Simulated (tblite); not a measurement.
## Run report: C$_{6}$H$_{14}$O$_{2}$Si, geometry relaxation

System: C$_{6}$H$_{14}$O$_{2}$Si.
Method: GFN2-xTB geometry optimisation, gas phase (tblite 0.8.0).

It belongs to a series of runs on one base structure; here: H on C replaced by C2H5.

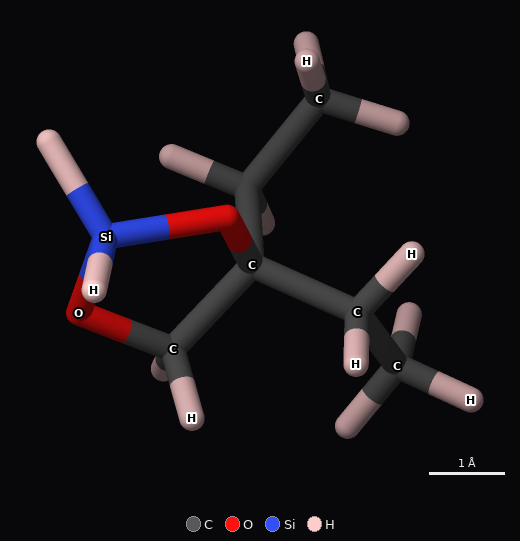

Fig. 1: The structure as given in the input (stick view, seen at a tilt). Bond lengths as drawn: C–C 1.50 to 1.56 Å, C–H 1.08 to 1.11 Å, C–O 1.44 to 1.45 Å, H–Si 1.48 to 1.49 Å and O–Si 1.68 Å.

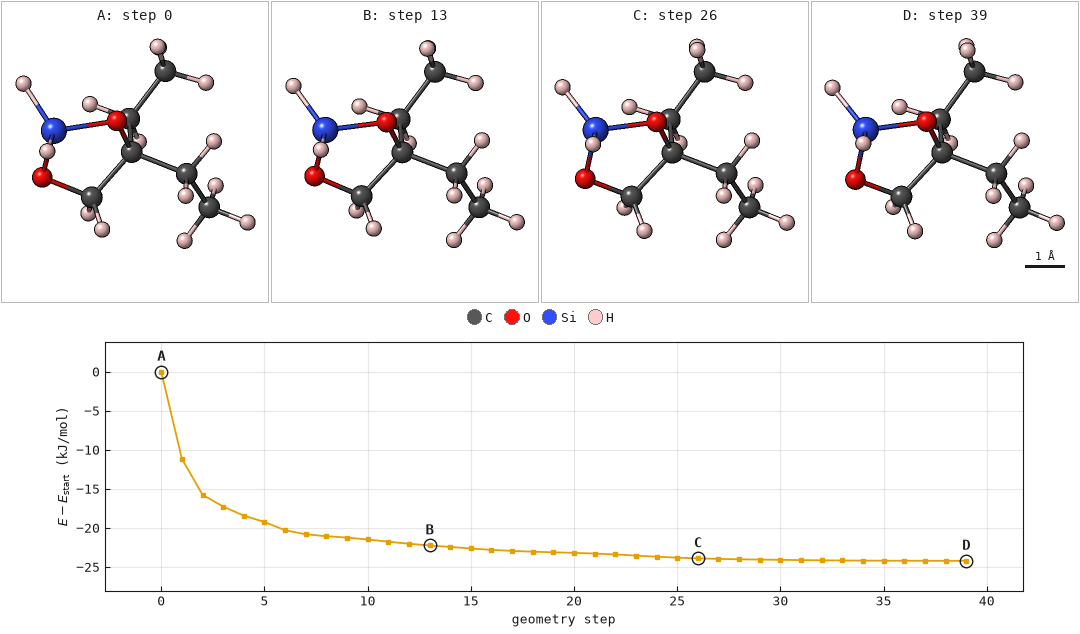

Fig. 2: Frames of the relaxation (ball-and-stick view, seen at a tilt) above the curves, on which the letters mark them (steps are counted from 0).

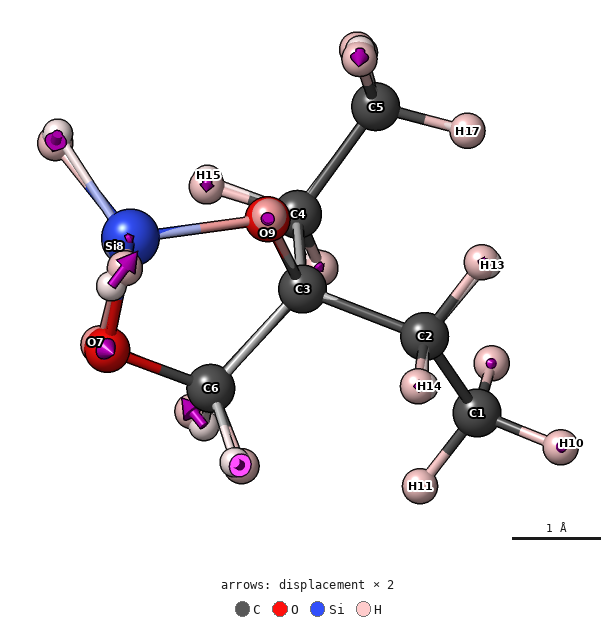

Fig. 3: Start (faint) and end (solid) with the displacements as pink arrows, magnified 2 times (ball-and-stick view, seen at a tilt). The two geometries are laid on each other by the best rigid fit. H23 moves most after the best rigid fit: 0.26 Å. Largest moves by element: H 0.26 Å, O 0.18 Å, Si 0.05 Å, C 0.04 Å. Distances before and after: Si8–O9 1.679 → 1.632 Å, C6–O7 1.441 → 1.398 Å, O7–Si8 1.683 → 1.640 Å, C3–O9 1.448 → 1.415 Å. Among the angles that change: C6–O7–Si8 107.0° → 111.4°, H13–C2–H14 103.3° → 107.2°, C3–O9–Si8 109.1° → 112.5°. After 39 geometry steps the energy has fallen by 24.2 kJ/mol. The largest force component goes from 1.5 to 0.008 eV/Å. (Atoms are counted from 1 in the order of the input.)

The input and output of the run follow.

Input file:
```
{"job": {"kind": "relax", "xc": "GFN2-xTB", "basis": "xTB"}, "charge": 0, "multiplicity": 1}
C     -1.981400     1.251300     0.628800
C     -0.642700     0.757400     1.104400
C      0.276300     0.141600     0.022600
C     -0.376300    -1.071800    -0.696500
C     -0.730200    -2.231700     0.255000
C      0.673600     1.229600    -1.023000
O      1.959500     0.865400    -1.563000
Si     2.800100     0.070500    -0.340400
O      1.503500    -0.274300     0.669200
H     -2.538100     1.716500     1.463800
H     -1.884300     2.004100    -0.159300
H     -2.612300     0.434100     0.249400
H     -0.792600     0.027100     1.931700
H     -0.101600     1.585100     1.590900
H      0.312800    -1.469700    -1.438500
H     -1.278000    -0.771600    -1.221600
H     -1.514500    -1.944300     0.956200
H     -1.101000    -3.086600    -0.333200
H      0.143000    -2.564000     0.821000
H     -0.041600     1.317800    -1.830900
H      0.777900     2.228500    -0.554500
H      3.394900    -1.182100    -0.856400
H      3.748100     0.994000     0.334300
```

The first line tells a small driver script what to run in tblite; the rest is the geometry in Å.

Launched with:
```bash
OMP_NUM_THREADS=1 python <driver script> task.json out
```

What the program printed:
```
step      E/eV     max force
  0    -815.20596    1.632
  1    -815.32145    0.929
  2    -815.36923    0.391
  3    -815.38478    0.281
  4    -815.39691    0.309
  5    -815.40531    0.266
  6    -815.41622    0.228
  7    -815.42161    0.150
  8    -815.42417    0.141
  9    -815.42597    0.134
 10    -815.42851    0.133
 11    -815.43143    0.148
 12    -815.43419    0.118
 13    -815.43641    0.123
 14    -815.43841    0.124
 15    -815.44043    0.106
 16    -815.44228    0.092
 17    -815.44368    0.095
 18    -815.44470    0.078
 19    -815.44552    0.068
 20    -815.44627    0.074
 21    -815.44717    0.099
 22    -815.44838    0.110
 23    -815.44989    0.085
 24    -815.45139    0.078
 25    -815.45263    0.075
 26    -815.45358    0.067
 27    -815.45428    0.057
 28    -815.45478    0.050
 29    -815.45515    0.059
 30    -815.45550    0.052
 31    -815.45585    0.051
 32    -815.45616    0.040
 33    -815.45639    0.033
 34    -815.45654    0.024
 35    -815.45665    0.024
 36    -815.45673    0.017
 37    -815.45678    0.015
 38    -815.45681    0.011
 39    -815.45683    0.009
```

Trajectory as extended XYZ (Å, eV, eV/Å), 10 of the 40 frames kept, from step=0 to step=39:
```
23
Properties=species:S:1:pos:R:3:forces:R:3 step=0 energy=-815.20596
C    -1.9814    1.2513    0.6288   -0.9600   0.2060  -0.1330
C    -0.6427    0.7574    1.1044    0.6380  -0.4000   0.9060
C     0.2763    0.1416    0.0226   -0.0490   0.0850   0.2260
C    -0.3763   -1.0718   -0.6965    0.1770  -0.2980   0.6490
C    -0.7302   -2.2317    0.2550   -0.0600  -0.0800  -0.2120
C     0.6736    1.2296   -1.0230    1.0110  -0.2650   0.0970
O     1.9595    0.8654   -1.5630   -0.5450  -0.3190   1.4080
Si    2.8001    0.0705   -0.3404   -0.4830  -0.0340   0.0040
O     1.5035   -0.2743    0.6692   -0.0020   0.7110  -1.4690
H    -2.5381    1.7165    1.4638    0.3370  -0.2100  -0.3520
H    -1.8843    2.0041   -0.1593    0.0220  -0.1670   0.1300
H    -2.6123    0.4341    0.2494    0.2750   0.2600   0.0890
H    -0.7926    0.0271    1.9317    0.1120   0.1680  -0.6330
H    -0.1016    1.5851    1.5909    0.0100  -0.1100  -0.3200
H     0.3128   -1.4697   -1.4385    0.2450   0.1960  -0.0450
H    -1.2780   -0.7716   -1.2216   -0.0740   0.2580   0.0080
H    -1.5145   -1.9443    0.9562    0.1150  -0.0160  -0.0850
H    -1.1010   -3.0866   -0.3332    0.1510   0.3410   0.2010
H     0.1430   -2.5640    0.8210   -0.1150   0.1770  -0.1250
H    -0.0416    1.3178   -1.8309   -0.0670  -0.1860  -0.2400
H     0.7779    2.2285   -0.5545   -0.0600  -0.4650   0.0000
H     3.3949   -1.1821   -0.8564   -0.2610   0.4850   0.0870
H     3.7481    0.9940    0.3343   -0.4160  -0.3380  -0.1920
23
Properties=species:S:1:pos:R:3:forces:R:3 step=4 energy=-815.39691
C    -1.9896    1.2515    0.6284   -0.0160   0.0040   0.0030
C    -0.6329    0.7540    1.1188    0.0360  -0.0270  -0.0020
C     0.2652    0.1482    0.0251   -0.0410  -0.0270  -0.0140
C    -0.3724   -1.0741   -0.6783   -0.0060   0.0660  -0.0070
C    -0.7298   -2.2290    0.2538    0.0210   0.0470  -0.0040
C     0.6829    1.2136   -1.0189   -0.0290  -0.0350  -0.0190
O     1.9440    0.8492   -1.5062   -0.0310   0.0740  -0.1910
Si    2.7892    0.0661   -0.3375   -0.1800  -0.0040   0.0430
O     1.4945   -0.2453    0.6116   -0.0780  -0.1110   0.2780
H    -2.5270    1.7114    1.4555    0.0260  -0.0020   0.0130
H    -1.8813    1.9963   -0.1556    0.0480  -0.0090  -0.0220
H    -2.6031    0.4388    0.2491    0.0430  -0.0270  -0.0090
H    -0.7854    0.0160    1.9084    0.0660  -0.0670  -0.0830
H    -0.0919    1.5867    1.5747    0.0640  -0.0010  -0.0570
H     0.3291   -1.4469   -1.4301    0.1010   0.1570   0.0860
H    -1.2697   -0.7545   -1.2103   -0.0160   0.1040   0.0260
H    -1.5100   -1.9444    0.9530   -0.0260   0.0270   0.0340
H    -1.0946   -3.0732   -0.3285    0.0220   0.0240  -0.0250
H     0.1405   -2.5525    0.8158    0.0680   0.0500   0.0300
H    -0.0276    1.2967   -1.8399    0.0370  -0.1380  -0.1580
H     0.7731    2.1994   -0.5469   -0.0880  -0.0560   0.1020
H     3.3758   -1.1501   -0.8557   -0.0070  -0.0630  -0.1290
H     3.7164    0.9691    0.3237   -0.0140   0.0150   0.1080
23
Properties=species:S:1:pos:R:3:forces:R:3 step=9 energy=-815.42597
C    -1.9861    1.2507    0.6288    0.0540  -0.0110   0.0060
C    -0.6293    0.7536    1.1170   -0.0100   0.0140  -0.0240
C     0.2587    0.1474    0.0281   -0.0100   0.0130  -0.0350
C    -0.3744   -1.0630   -0.6738    0.0040   0.0300  -0.0290
C    -0.7257   -2.2196    0.2556    0.0110   0.0270  -0.0100
C     0.6751    1.2022   -1.0258   -0.0530  -0.0220   0.0190
O     1.9379    0.8488   -1.5088    0.0480  -0.0330   0.0540
Si    2.7633    0.0587   -0.3288    0.1100  -0.0280   0.0250
O     1.4783   -0.2518    0.6340    0.0230   0.0140  -0.0380
H    -2.5201    1.7105    1.4567   -0.0130   0.0090   0.0000
H    -1.8701    1.9915   -0.1582    0.0090   0.0030  -0.0020
H    -2.5921    0.4338    0.2477   -0.0030  -0.0080   0.0070
H    -0.7685   -0.0017    1.8896    0.0080   0.0140   0.0610
H    -0.0761    1.5842    1.5604    0.0010  -0.0040   0.0520
H     0.3538   -1.4076   -1.4123   -0.0360  -0.0020  -0.0170
H    -1.2690   -0.7288   -1.2034    0.0290  -0.0210  -0.0140
H    -1.5092   -1.9395    0.9555    0.0110   0.0080  -0.0050
H    -1.0854   -3.0621   -0.3308    0.0240  -0.0160  -0.0040
H     0.1499   -2.5343    0.8176    0.0070   0.0400   0.0010
H    -0.0156    1.2614   -1.8690   -0.0110  -0.0210   0.0400
H     0.7474    2.1784   -0.5313   -0.0740   0.0320  -0.1070
H     3.3593   -1.1437   -0.8820   -0.0620   0.0040  -0.0520
H     3.6933    0.9576    0.3432   -0.0660  -0.0410   0.0690
23
Properties=species:S:1:pos:R:3:forces:R:3 step=13 energy=-815.43641
C    -1.9796    1.2503    0.6299    0.0050  -0.0080   0.0210
C    -0.6249    0.7534    1.1200    0.0220   0.0080   0.0590
C     0.2610    0.1485    0.0299   -0.0350   0.0020   0.0100
C    -0.3749   -1.0543   -0.6774    0.0100  -0.0300  -0.0060
C    -0.7207   -2.2100    0.2523    0.0090  -0.0130   0.0050
C     0.6717    1.1940   -1.0312   -0.0070   0.0250   0.0150
O     1.9440    0.8437   -1.4943   -0.0320   0.1170  -0.0200
Si    2.7690    0.0464   -0.3186   -0.0880   0.0330  -0.0350
O     1.4785   -0.2544    0.6382   -0.0610  -0.0230  -0.0200
H    -2.5188    1.7118    1.4547    0.0150   0.0070  -0.0130
H    -1.8606    1.9894   -0.1595   -0.0050  -0.0220   0.0200
H    -2.5848    0.4308    0.2513    0.0090   0.0150  -0.0020
H    -0.7565    0.0011    1.8981   -0.0410  -0.0120   0.0090
H    -0.0701    1.5781    1.5708    0.0130   0.0590   0.0040
H     0.3553   -1.3925   -1.4150   -0.0110  -0.0470  -0.0460
H    -1.2671   -0.7223   -1.2112    0.0100  -0.0020   0.0130
H    -1.5043   -1.9338    0.9533   -0.0190   0.0080  -0.0250
H    -1.0701   -3.0590   -0.3312    0.0180  -0.0120   0.0120
H     0.1568   -2.5102    0.8184    0.0260   0.0070  -0.0010
H    -0.0196    1.2356   -1.8755    0.0400  -0.0950  -0.0150
H     0.7082    2.1838   -0.5618    0.0680   0.0340  -0.0420
H     3.3337   -1.1483   -0.9173    0.0110  -0.0030  -0.0020
H     3.6691    0.9447    0.3863    0.0420  -0.0480   0.0570
23
Properties=species:S:1:pos:R:3:forces:R:3 step=17 energy=-815.44368
C    -1.9731    1.2490    0.6355   -0.0250   0.0230   0.0020
C    -0.6199    0.7559    1.1314   -0.0240  -0.0040  -0.0410
C     0.2567    0.1504    0.0321    0.0370   0.0020  -0.0060
C    -0.3740   -1.0531   -0.6822   -0.0230   0.0180   0.0020
C    -0.7147   -2.2063    0.2511    0.0060  -0.0060  -0.0040
C     0.6655    1.1948   -1.0325    0.0080   0.0210  -0.0350
O     1.9456    0.8645   -1.4853    0.0450   0.0180   0.0270
Si    2.7603    0.0452   -0.3186    0.0330   0.0060   0.0040
O     1.4696   -0.2614    0.6350    0.0470  -0.0150   0.0010
H    -2.5161    1.7155    1.4528   -0.0160   0.0170   0.0400
H    -1.8541    1.9838   -0.1565    0.0200   0.0140  -0.0090
H    -2.5777    0.4309    0.2541    0.0100  -0.0160   0.0200
H    -0.7571    0.0015    1.9077    0.0060   0.0260  -0.0030
H    -0.0641    1.5851    1.5788   -0.0200  -0.0380  -0.0280
H     0.3523   -1.3928   -1.4257   -0.0130   0.0060   0.0300
H    -1.2652   -0.7195   -1.2142   -0.0500  -0.0120  -0.0040
H    -1.5044   -1.9289    0.9454    0.0050  -0.0150  -0.0150
H    -1.0551   -3.0612   -0.3283    0.0160  -0.0250   0.0130
H     0.1668   -2.4920    0.8192   -0.0080  -0.0070   0.0130
H    -0.0153    1.1970   -1.8844   -0.0210  -0.0020  -0.0430
H     0.6942    2.1970   -0.5923   -0.0370   0.0170   0.0240
H     3.3165   -1.1471   -0.9398   -0.0030   0.0640   0.0360
H     3.6587    0.9189    0.4267    0.0070  -0.0920  -0.0220
23
Properties=species:S:1:pos:R:3:forces:R:3 step=22 energy=-815.44838
C    -1.9736    1.2536    0.6400   -0.0120  -0.0060  -0.0100
C    -0.6201    0.7564    1.1280    0.0160   0.0140   0.0460
C     0.2566    0.1522    0.0273   -0.0280  -0.0100   0.0270
C    -0.3799   -1.0492   -0.6848   -0.0050  -0.0520   0.0150
C    -0.7097   -2.2051    0.2494   -0.0150  -0.0270   0.0240
C     0.6629    1.1978   -1.0400    0.0270  -0.0020  -0.0010
O     1.9572    0.8905   -1.4721   -0.0260   0.0320   0.0190
Si    2.7599    0.0464   -0.3167   -0.0380   0.0010  -0.0020
O     1.4676   -0.2665    0.6298   -0.0390   0.0180  -0.0120
H    -2.5162    1.7217    1.4598    0.0370  -0.0140  -0.0390
H    -1.8467    1.9844   -0.1554   -0.0450   0.0000   0.0160
H    -2.5727    0.4288    0.2634   -0.0320   0.0360   0.0040
H    -0.7556    0.0079    1.9103    0.0080  -0.0170  -0.0370
H    -0.0636    1.5824    1.5752    0.0300   0.0340  -0.0100
H     0.3461   -1.3892   -1.4253    0.0120  -0.0030  -0.0520
H    -1.2763   -0.7220   -1.2131   -0.0130  -0.0010   0.0060
H    -1.5050   -1.9318    0.9376   -0.0170  -0.0220   0.0170
H    -1.0378   -3.0705   -0.3230    0.0180   0.0190  -0.0050
H     0.1711   -2.4804    0.8242   -0.0030   0.0150   0.0040
H    -0.0104    1.1725   -1.8996    0.0330   0.0320  -0.0150
H     0.6671    2.2056   -0.6092   -0.0490  -0.0170   0.0000
H     3.3094   -1.1346   -0.9496    0.0460  -0.0650  -0.0400
H     3.6649    0.8762    0.4539    0.0940   0.0340   0.0450
23
Properties=species:S:1:pos:R:3:forces:R:3 step=26 energy=-815.45358
C    -1.9736    1.2579    0.6434    0.0030   0.0020   0.0010
C    -0.6185    0.7610    1.1255    0.0070   0.0010  -0.0160
C     0.2491    0.1526    0.0197    0.0390  -0.0080   0.0020
C    -0.3893   -1.0525   -0.6867    0.0110   0.0170  -0.0040
C    -0.7066   -2.2084    0.2526    0.0080   0.0070   0.0030
C     0.6589    1.2001   -1.0474   -0.0290   0.0090   0.0080
O     1.9708    0.9304   -1.4478    0.0160  -0.0050   0.0440
Si    2.7622    0.0478   -0.3119    0.0400  -0.0160   0.0120
O     1.4591   -0.2674    0.6193    0.0510  -0.0300   0.0310
H    -2.5094    1.7283    1.4635    0.0010   0.0220   0.0250
H    -1.8508    1.9881   -0.1521   -0.0450   0.0020  -0.0220
H    -2.5781    0.4341    0.2759   -0.0310   0.0130  -0.0270
H    -0.7514    0.0109    1.9053    0.0110  -0.0180   0.0040
H    -0.0561    1.5871    1.5663    0.0120   0.0110  -0.0030
H     0.3364   -1.3846   -1.4334   -0.0380  -0.0210  -0.0180
H    -1.2927   -0.7290   -1.2066    0.0130  -0.0090  -0.0010
H    -1.5113   -1.9444    0.9338   -0.0100  -0.0250   0.0060
H    -1.0125   -3.0816   -0.3185   -0.0090  -0.0030  -0.0090
H     0.1749   -2.4644    0.8339    0.0120   0.0100   0.0180
H     0.0072    1.1553   -1.9218    0.0130  -0.0090  -0.0470
H     0.6175    2.2101   -0.6269    0.0030   0.0230   0.0290
H     3.3130   -1.1293   -0.9672   -0.0330   0.0310   0.0000
H     3.6965    0.8248    0.4911   -0.0440  -0.0040  -0.0380
23
Properties=species:S:1:pos:R:3:forces:R:3 step=30 energy=-815.45550
C    -1.9745    1.2599    0.6444   -0.0110   0.0060  -0.0040
C    -0.6165    0.7620    1.1229   -0.0110  -0.0050  -0.0060
C     0.2517    0.1513    0.0183   -0.0100  -0.0020  -0.0010
C    -0.3906   -1.0527   -0.6866   -0.0050  -0.0140   0.0060
C    -0.7046   -2.2092    0.2543    0.0010  -0.0070   0.0010
C     0.6570    1.2020   -1.0481    0.0450  -0.0040   0.0050
O     1.9768    0.9445   -1.4331    0.0120   0.0260  -0.0070
Si    2.7657    0.0463   -0.3086   -0.0310   0.0080  -0.0020
O     1.4615   -0.2718    0.6197   -0.0270  -0.0020  -0.0070
H    -2.5054    1.7332    1.4676    0.0160  -0.0050  -0.0020
H    -1.8606    1.9894   -0.1540   -0.0030   0.0000   0.0030
H    -2.5851    0.4396    0.2764    0.0010   0.0100   0.0150
H    -0.7476    0.0100    1.9026    0.0040   0.0190  -0.0070
H    -0.0524    1.5894    1.5619   -0.0160  -0.0220  -0.0090
H     0.3271   -1.3872   -1.4396   -0.0040  -0.0170  -0.0020
H    -1.2959   -0.7317   -1.2038   -0.0050   0.0180   0.0100
H    -1.5146   -1.9533    0.9333    0.0080  -0.0030  -0.0080
H    -1.0049   -3.0845   -0.3179    0.0150   0.0060   0.0060
H     0.1772   -2.4575    0.8396   -0.0070   0.0000  -0.0010
H     0.0178    1.1488   -1.9342    0.0350  -0.0090   0.0380
H     0.6016    2.2131   -0.6280    0.0020  -0.0190  -0.0080
H     3.3096   -1.1250   -0.9746   -0.0110  -0.0150  -0.0220
H     3.7019    0.8106    0.4975    0.0010   0.0320   0.0020
23
Properties=species:S:1:pos:R:3:forces:R:3 step=35 energy=-815.45665
C    -1.9761    1.2627    0.6448    0.0090  -0.0050   0.0020
C    -0.6173    0.7621    1.1184    0.0080  -0.0030  -0.0080
C     0.2517    0.1495    0.0152    0.0040  -0.0010  -0.0120
C    -0.3937   -1.0542   -0.6876   -0.0020   0.0110  -0.0070
C    -0.7022   -2.2102    0.2557   -0.0010   0.0050  -0.0060
C     0.6623    1.2021   -1.0478   -0.0180  -0.0020  -0.0010
O     1.9879    0.9635   -1.4200    0.0050  -0.0030   0.0090
Si    2.7652    0.0453   -0.3052    0.0220  -0.0040   0.0080
O     1.4586   -0.2769    0.6181    0.0090  -0.0050  -0.0030
H    -2.4987    1.7371    1.4717   -0.0040   0.0060   0.0050
H    -1.8671    1.9912   -0.1549    0.0110   0.0030   0.0010
H    -2.5910    0.4443    0.2817   -0.0100  -0.0100   0.0100
H    -0.7449    0.0127    1.9002   -0.0180  -0.0070   0.0000
H    -0.0519    1.5879    1.5565    0.0010   0.0120  -0.0040
H     0.3184   -1.3923   -1.4449   -0.0050   0.0060   0.0070
H    -1.3012   -0.7291   -1.1988   -0.0030  -0.0030   0.0060
H    -1.5162   -1.9600    0.9311   -0.0040   0.0050   0.0020
H    -0.9928   -3.0881   -0.3162    0.0050  -0.0170   0.0010
H     0.1793   -2.4504    0.8447    0.0010  -0.0010  -0.0020
H     0.0341    1.1370   -1.9390   -0.0050   0.0000  -0.0150
H     0.5871    2.2131   -0.6327    0.0100   0.0030   0.0060
H     3.3004   -1.1225   -0.9876   -0.0100   0.0020   0.0030
H     3.7034    0.8024    0.5066   -0.0060   0.0080  -0.0010
23
Properties=species:S:1:pos:R:3:forces:R:3 step=39 energy=-815.45683
C    -1.9760    1.2625    0.6449   -0.0020   0.0020   0.0020
C    -0.6169    0.7617    1.1174   -0.0020   0.0000   0.0040
C     0.2522    0.1490    0.0142   -0.0010  -0.0010   0.0050
C    -0.3945   -1.0541   -0.6881   -0.0010  -0.0030   0.0030
C    -0.7024   -2.2105    0.2553    0.0010  -0.0020   0.0000
C     0.6627    1.2020   -1.0481    0.0060   0.0000  -0.0010
O     1.9897    0.9652   -1.4177   -0.0030  -0.0020  -0.0040
Si    2.7669    0.0452   -0.3041   -0.0060   0.0040  -0.0010
O     1.4591   -0.2782    0.6172   -0.0020  -0.0030  -0.0010
H    -2.4977    1.7380    1.4724    0.0040   0.0020  -0.0010
H    -1.8665    1.9915   -0.1546    0.0010  -0.0080  -0.0010
H    -2.5930    0.4440    0.2842    0.0030   0.0040   0.0040
H    -0.7473    0.0124    1.8991    0.0010   0.0010  -0.0030
H    -0.0521    1.5887    1.5547    0.0000  -0.0050  -0.0010
H     0.3170   -1.3926   -1.4451   -0.0030   0.0050  -0.0070
H    -1.3028   -0.7287   -1.1973   -0.0020  -0.0020  -0.0010
H    -1.5166   -1.9601    0.9308    0.0010  -0.0030  -0.0050
H    -0.9907   -3.0903   -0.3156   -0.0010   0.0020   0.0040
H     0.1793   -2.4499    0.8446    0.0000   0.0050  -0.0010
H     0.0359    1.1365   -1.9407    0.0040   0.0040  -0.0010
H     0.5878    2.2127   -0.6318   -0.0010  -0.0020  -0.0030
H     3.2981   -1.1228   -0.9886    0.0010  -0.0020   0.0040
H     3.7032    0.8049    0.5068    0.0020   0.0050   0.0040
```

Summary:

```json
{"quantity": "outcome", "value": "converged"}
{"quantity": "total energy", "value": "−815.4568 eV"}
{"quantity": "hardware", "value": "1 CPU thread, shared host"}
{"quantity": "wall time", "value": "1.1 s"}
{"quantity": "peak memory", "value": "0.18 GiB"}
```
